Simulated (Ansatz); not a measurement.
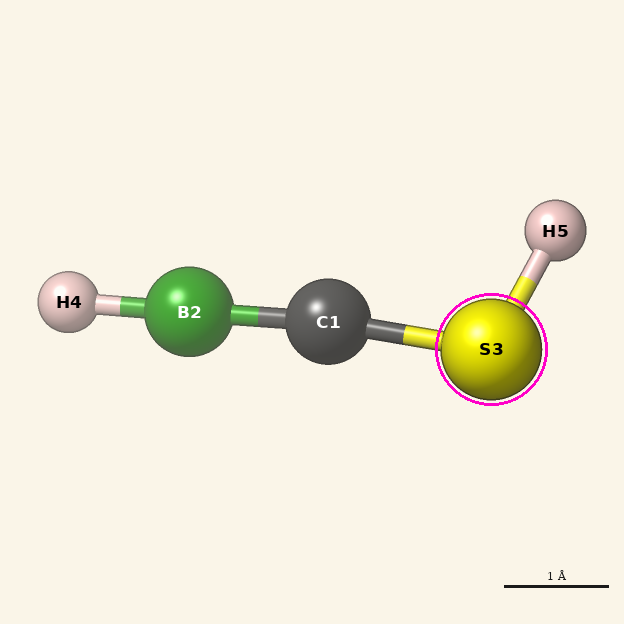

Orthographic view. Atoms fade into the background with distance from the viewer. The species is neutral and a spin doublet. Computed geometry: PBE-D4/def2-SVP optimisation. No frequency run is at hand to confirm it as a minimum.

> Name the neighbours of the circled atom.

The circled atom is S3; it is bonded to C1, H5.

> Which two atoms are farthest apart in space?

H4 and H5, 4.77 Å.

> What is the shortest path along bonds from the circled atom to H4?

S3–C1–B2–H4, 3 bonds; through space the two are 4.20 Å apart.
